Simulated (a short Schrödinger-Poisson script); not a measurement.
Structure: MOS inversion layer, Al2O3 on p-type Si(100), at 400 K.

```tsv
layer	material	thickness (nm)	Na (cm⁻³)
1	Al2O3	5.6	-
2	Si	1000	1.7e17
```

Constants are typed, rounded textbook-type inputs, not results; the design itself was drawn at random and stands for no fabricated device. Al2O3: permittivity 9, conduction-band edge (eV) 2.7, gap (eV) 6.8, electron mass (mₑ) 0.3. Si: permittivity 11.7, conduction-band edge (eV) 0, gap (eV) 1.124, Nv at 300 K (cm⁻³) 3.1e19.

Channel valleys (confinement mass, in-plane density-of-states mass, number): Δ2 0.916, 0.19, 2; Δ4 0.19, 0.417, 4. At the gate the conduction-band edge of layer 1 lies 3.27 eV − eVg above the Fermi level of the channel; the field vanishes at the back. Gaps are held at their typed values at every temperature. Mesh 0.03 nm at interfaces.

From a short Schrödinger-Poisson script (our own, NumPy): 1D Poisson equation in equilibrium, electrons quantum, Hartree (BenDaniel-Duke, 12 states a valley, the channel's in-plane mass for all, wave functions ending at the dielectric), parabolic valleys, classical holes, full ionisation, no traps, pinning or gate leakage.

Only gate voltages with over 1e8 electrons/cm² are shown.

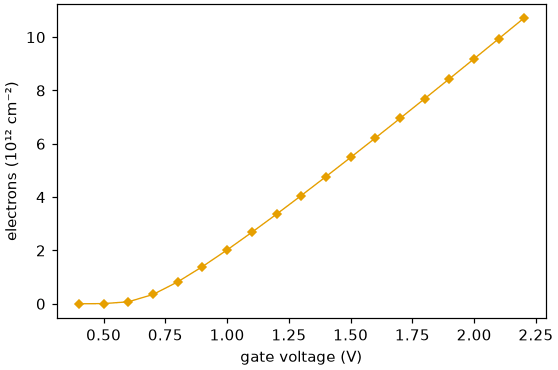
Figure. Sheet density against gate voltage

```csv
Vg (V),electrons (cm⁻²),C (μF/cm²),Δ2 E0 (meV),Δ2 E1 (meV),Δ4 E0 (meV),Δ4 E1 (meV)
0.4,6.51e8,0.141,353.3,393.1,390.0,455.4
0.6,7.48e10,0.334,185.8,230.0,226.6,299.0
0.8,8.22e11,0.878,96.8,149.3,145.7,224.9
1,2.02e12,1.04,58.9,120.9,117.1,202.2
1.2,3.36e12,1.11,35.2,106.0,102.0,191.6
1.4,4.77e12,1.15,17.5,96.2,92.1,185.5
1.6,6.22e12,1.17,3.1,88.9,84.9,181.3
1.8,7.69e12,1.19,-9.4,83.2,79.1,178.3
2,9.19e12,1.21,-20.6,78.4,74.3,175.9
2.2,1.07e13,1.22,-30.9,74.3,70.1,174.0
```

Subbands count from the Fermi level.
